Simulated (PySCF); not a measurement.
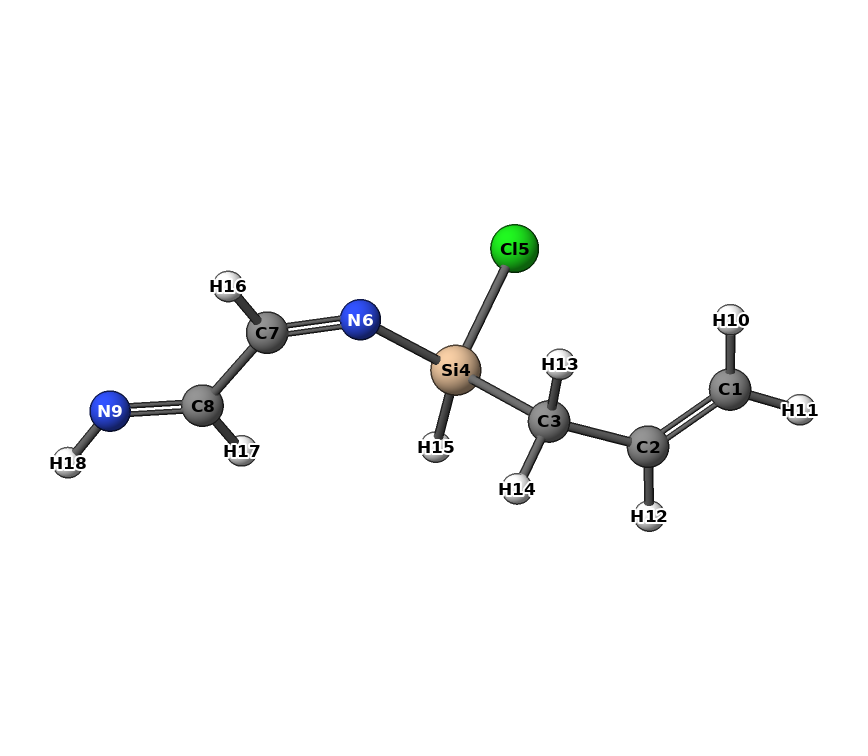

The questions are on isotropic NMR shieldings of the H atoms. The geometry was computed by an optimisation with GFN2-xTB. No frequency run is at hand to confirm it as a minimum. Level of theory: GIAO PBE0/pcSseg-1 NMR shielding, non-relativistic, gas phase (PySCF 2.14.0).

Which H atom is the most shielded (lowest chemical shift)?

Answer. H14 (29.78 ppm).

Which H atom is the least shielded (highest chemical shift)?

Answer. H18 (18.81 ppm).

How wide is the range of H shifts?

Answer. 10.97 ppm.

List the isotropic NMR shieldings of the H atoms.

```csv
atom,σ (ppm)
H10,26.12
H11,26.24
H12,25.74
H13,29.47
H14,29.78
H15,25.69
H16,22.99
H17,23.70
H18,18.81
```

The geometry is semi-empirical. Around Si such bond lengths and angles can be off by a tenth of an ångström or more and by several degrees, and values that hang on the shape move with them.
